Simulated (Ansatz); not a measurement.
Consider Mo3P4.

```
CELL_PARAMETERS angstrom
3.45388 -1.99410 -2.82278
0.00000 3.98819 -2.82278
3.45388 1.99410 2.82278
ATOMIC_POSITIONS crystal
Mo 0.00000 0.50000 0.00000
Mo 0.00000 0.00000 0.50000
Mo 0.50000 0.00000 0.00000
P 0.00000 0.00000 0.00000
P 0.50000 0.00000 0.50000
P 0.50000 0.50000 0.00000
P 0.00000 0.50000 0.50000
```

Space group Pm-3m; a structure generated by program, which may or may not match a known phase; computed without spin polarisation.

Method: DFT PBE, scalar-relativistic, plane waves, PAW in Ansatz.

Q: What will maps of the valence pseudo-density and electron localisation function show?

A: Mo–P (2.44 Å): the density is about 0.52 e/Å³ at the midpoint; the ELF peaks at about 0.80 in the valence shell of P, 0.8 Å from its nucleus, and is about 0.35 at the midpoint.

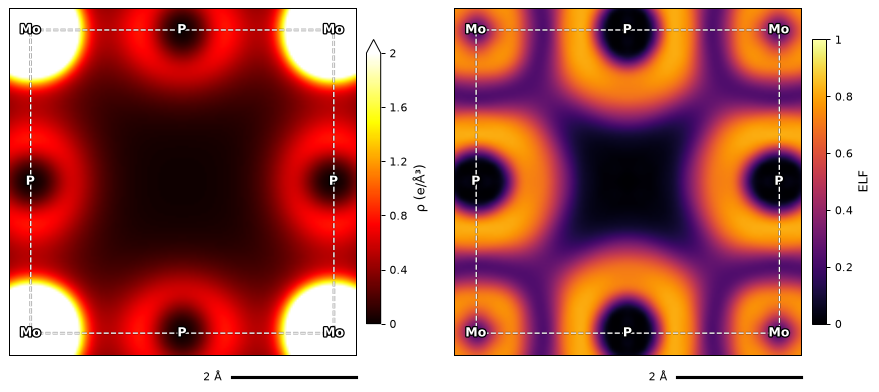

Computed valence pseudo-density and electron localisation function on the (100) plane of the conventional cell, in this order. 

In a PAW calculation such maps are meaningful between the atoms, not at the nuclei.
